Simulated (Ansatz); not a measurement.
# C2H5BO: small, medium and large basis sets

Aim: see how fast density functionals converge with the basis set for C2H5BO.

Program: Ansatz 0.2.0, Gaussian basis. Level of theory: one geometry, several basis sets. These are calculated values, not measurements.

Levels to be run: PBE0-D4/def2-SVP; ωB97M-V/def2-SVP; PBE0-D4/def2-QZVPP; ωB97M-V/def2-QZVPP; the functionals' def2-TZVPP values are taken from earlier runs.

## Step 1: The relaxed structure

An earlier PBE0-D4 in a triple-zeta def2 set relaxation fixed the geometry.

SMILES `CC1BO1`, 9 atoms, charge 0, spin multiplicity 1.

Atoms are counted from 1 here; the program's logs count them from 0.

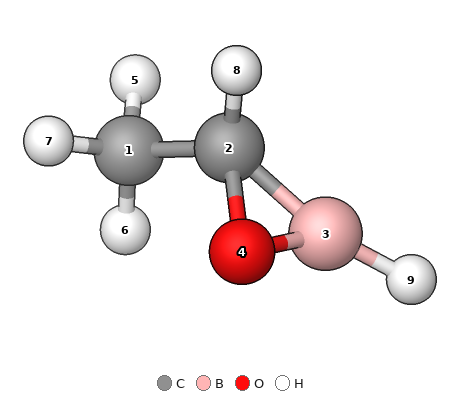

The structure; carbon grey, boron pink, oxygen red, hydrogen white; atoms are numbered from 1 in the order of the file.

As a file:

| atom | x (Å) | y (Å) | z (Å) |
| --- | --- | --- | --- |
| C1 | 0.0934 | 0.6938 | -0.8936 |
| C2 | 0.1054 | -0.5399 | -0.0468 |
| B3 | -0.4259 | -0.6276 | 1.3669 |
| O4 | 0.8788 | -0.4135 | 1.2435 |
| H5 | -0.6274 | 0.5673 | -1.7062 |
| H6 | -0.1986 | 1.5763 | -0.3213 |
| H7 | 1.0733 | 0.8826 | -1.3416 |
| H8 | 0.3944 | -1.4493 | -0.5708 |
| H9 | -1.2050 | -0.7359 | 2.2527 |

## Step 2: PBE0-D4 in def2-SVP

in.yaml

```yaml
crystal:
  periodic: [false, false, false]
  atoms:
    - {symbol: C, position_ang: [0.093395, 0.693793, -0.893578]}
    - {symbol: C, position_ang: [0.105443, -0.539933, -0.046787]}
    - {symbol: B, position_ang: [-0.425889, -0.627587, 1.366888]}
    - {symbol: O, position_ang: [0.878758, -0.413511, 1.243549]}
    - {symbol: H, position_ang: [-0.627425, 0.567269, -1.706191]}
    - {symbol: H, position_ang: [-0.198591, 1.576336, -0.321333]}
    - {symbol: H, position_ang: [1.073319, 0.882638, -1.341593]}
    - {symbol: H, position_ang: [0.394429, -1.449333, -0.570803]}
    - {symbol: H, position_ang: [-1.205041, -0.735872, 2.252749]}
basis:
  gaussian: {orbitals: def2-SVP}
hamiltonian: {xc: pbe0, dispersion: d4}
output: {orbitals: {seedname: orbitals}}
```

On the command line:

```bash
ansatz run in.yaml --threads 2 --pin off --events-out ev --progress --plain --max-ram 4352MiB
```

What it wrote:

```text
Functional definition: PBE0
  name "PBE0"
  cite "Adamo & Barone, J. Chem. Phys. 110, 6158 (1999) doi:10.1063/1.478522"
  cite "Perdew, Burke & Ernzerhof, Phys. Rev. Lett. 77, 3865 (1996) doi:10.1103/PhysRevLett.77.3865"
  parent pbe
  parameter a = 0.25
  parameter kappa = 0.804
  parameter beta = 0.06672455060314922
  exchange = (1 - a)*pbe_x(kappa = kappa, mu = beta*pi^2/3) + a*exact_x
  correlation = pbe_c(beta = beta)
903 factors; their error is unknown
mean field evaluation 1: about -4864.3613 eV, gradient 4.5e1 eV
mean field evaluation 2: about -4860.9681 eV, gradient 6.2e1 eV
mean field evaluation 4: about -4869.0434 eV, gradient 2.9e0 eV
mean field evaluation 8: about -4869.0619 eV, gradient 4.4e-2 eV
mean field evaluation 16: about -4869.0538 eV, gradient 4.7e-5 eV
mean field -4869.05379158 eV, -178.9344264773 hartree, gradient 4.7e-5 eV, S^2 0.000000; 0 other end points of the search recorded, 0 dependent functions left out
reference -4869.05381577 eV, -178.9344273665 hartree; 15, 15 occupied and 66, 66 virtual orbitals, 903 factors
Total energy: -4869.15843410 eV, -178.9382720189 hartree
```

Wall time 0.75 s (2 threads of Arm Neoverse V2, shared host).

## Step 3: ωB97M-V in def2-SVP

in.yaml: that of step 2 with these lines changed.

```diff
@@ -14,3 +14,3 @@
   gaussian: {orbitals: def2-SVP}
-hamiltonian: {xc: pbe0, dispersion: d4}
+hamiltonian: {xc: {name: wB97M-V}}
 output: {orbitals: {seedname: orbitals}}
```

The command is unchanged.

What it wrote (excerpt; [...] marks lines left out):

```text
Functional definition: wB97M-V
  name "wB97M-V"
  cite "Mardirossian & Head-Gordon, J. Chem. Phys. 144, 214110 (2016) doi:10.1063/1.4952647"
  cite "Becke, J. Chem. Phys. 107, 8554 (1997) doi:10.1063/1.475007"
  cite "Vydrov & Van Voorhis, J. Chem. Phys. 133, 244103 (2010) doi:10.1063/1.3521275"
  # Of w^i u^j: cxij and so on, Table III.
[...]
  gx(w, u) = 1 - cx + cx01*u + cx10*w
  gss(w, u) = css00 + css04*u^4 + css10*w + css20*w^2 + css43*w^4*u^3
  gos(w, u) = cos00 + cos10*w + (cos20 + cos21*u)*w^2 + (cos60 + cos61*u)*w^6
[...]
      + integral(e_c_pw_mod_opposite_spin*gos(b97_w_opposite, b97_u_opposite)) + vv10(b, c)
903 factors; their error is unknown
228 factors; integrals over basis functions are off by at most 1.2e-5 eV
[...]
mean field -4872.56536445 eV, -179.0634744003 hartree, gradient 5.5e-5 eV, S^2 0.000000; 0 other end points of the search recorded, 0 dependent functions left out
reference -4872.56540272 eV, -179.0634758064 hartree; 15, 15 occupied and 66, 66 virtual orbitals, 903 factors
Total energy: -4872.56540272 eV, -179.0634758064 hartree
```

Wall time 2.8 s (2 threads of Arm Neoverse V2, shared host).

## Step 4: PBE0-D4 in def2-QZVPP

in.yaml: that of step 3 with these lines changed.

```diff
@@ -13,4 +13,4 @@
 basis:
-  gaussian: {orbitals: def2-SVP}
-hamiltonian: {xc: {name: wB97M-V}}
+  gaussian: {orbitals: "def2-QZVPP.json"}
+hamiltonian: {xc: pbe0, dispersion: d4}
 output: {orbitals: {seedname: orbitals}}
```

Launched as before.

What it wrote:

```text
Functional definition: PBE0
  name "PBE0"
  cite "Adamo & Barone, J. Chem. Phys. 110, 6158 (1999) doi:10.1063/1.478522"
  cite "Perdew, Burke & Ernzerhof, Phys. Rev. Lett. 77, 3865 (1996) doi:10.1103/PhysRevLett.77.3865"
  parent pbe
  parameter a = 0.25
  parameter kappa = 0.804
  parameter beta = 0.06672455060314922
  exchange = (1 - a)*pbe_x(kappa = kappa, mu = beta*pi^2/3) + a*exact_x
  correlation = pbe_c(beta = beta)
1035 factors; their error is unknown
mean field evaluation 1: about -4867.4682 eV, gradient 5.9e1 eV
mean field evaluation 2: about -4861.4848 eV, gradient 8.0e1 eV
mean field evaluation 4: about -4874.7831 eV, gradient 5.4e0 eV
mean field evaluation 8: about -4874.8365 eV, gradient 3.9e-1 eV
mean field evaluation 16: about -4874.8367 eV, gradient 3.3e-5 eV
mean field -4874.83668432 eV, -179.1469438657 hartree, gradient 3.3e-5 eV, S^2 0.000000; 0 other end points of the search recorded, 0 dependent functions left out
reference -4874.83672196 eV, -179.1469452491 hartree; 15, 15 occupied and 363, 363 virtual orbitals, 1035 factors
Total energy: -4874.94134029 eV, -179.1507899016 hartree
```

Run time: 4.4 s. Hardware: 2 threads of Arm Neoverse V2, shared host; peak memory 0.83 GiB.

## Step 5: ωB97M-V in def2-QZVPP

in.yaml: that of step 4 with these lines changed.

```diff
@@ -14,3 +14,3 @@
   gaussian: {orbitals: "def2-QZVPP.json"}
-hamiltonian: {xc: pbe0, dispersion: d4}
+hamiltonian: {xc: {name: wB97M-V}}
 output: {orbitals: {seedname: orbitals}}
```

The command is unchanged.

What it wrote (excerpt; [...] marks lines left out):

```text
Functional definition: wB97M-V
  name "wB97M-V"
  cite "Mardirossian & Head-Gordon, J. Chem. Phys. 144, 214110 (2016) doi:10.1063/1.4952647"
  cite "Becke, J. Chem. Phys. 107, 8554 (1997) doi:10.1063/1.475007"
  cite "Vydrov & Van Voorhis, J. Chem. Phys. 133, 244103 (2010) doi:10.1063/1.3521275"
  # Of w^i u^j: cxij and so on, Table III.
[...]
  gx(w, u) = 1 - cx + cx01*u + cx10*w
  gss(w, u) = css00 + css04*u^4 + css10*w + css20*w^2 + css43*w^4*u^3
  gos(w, u) = cos00 + cos10*w + (cos20 + cos21*u)*w^2 + (cos60 + cos61*u)*w^6
[...]
      + integral(e_c_pw_mod_opposite_spin*gos(b97_w_opposite, b97_u_opposite)) + vv10(b, c)
1035 factors; their error is unknown
309 factors; integrals over basis functions are off by at most 8.1e-6 eV
[...]
mean field -4878.56498189 eV, -179.2839562744 hartree, gradient 5.9e-5 eV, S^2 0.000000; 0 other end points of the search recorded, 0 dependent functions left out
reference -4878.56504199 eV, -179.2839584831 hartree; 15, 15 occupied and 363, 363 virtual orbitals, 1035 factors
Total energy: -4878.56504199 eV, -179.2839584831 hartree
```

Run time: 13 s. Hardware: 2 threads of Arm Neoverse V2, shared host; peak memory 1.1 GiB.

## Step 6: Functionals by basis

The def2-TZVPP values come from earlier runs at the same geometry.

| functional | basis | functions | energy (eV) | from the largest (eV) | HOMO (eV) | LUMO (eV) |
| --- | --- | --- | --- | --- | --- | --- |
| PBE0-D4 | def2-SVP | 81 | -4869.1584 | 5.783 | -7.78 | -0.15 |
| PBE0-D4 | def2-TZVPP | 194 | -4874.6608 | 0.281 | -7.82 | -0.38 |
| PBE0-D4 | def2-QZVPP | 378 | -4874.9413 | 0.000 | -7.83 | -0.46 |
| ωB97M-V | def2-SVP | 81 | -4872.5654 | 6.000 | -10.07 | 1.95 |
| ωB97M-V | def2-TZVPP | 194 | -4878.2998 | 0.265 | -10.12 | 1.49 |
| ωB97M-V | def2-QZVPP | 378 | -4878.5650 | 0.000 | -10.13 | 1.23 |

## Step 7: Results

```
                                       quantity          value
PBE0-D4: double and triple zeta above quadruple  5.78, 0.28 eV
ωB97M-V: double and triple zeta above quadruple  6.00, 0.27 eV
```

For PBE0-D4 the step from double to triple zeta gains 5.50 eV and the next only 0.28 eV. Total energies overstate the basis error of differences, where much of it tends to cancel. The LUMO of ωB97M-V is positive and keeps falling with the basis (1.95 to 1.23 eV): an unbound level that the basis holds in place.

For PBE0-D4 the largest set took about 6 times as long as the smallest (4.4 s against 0.75 s).
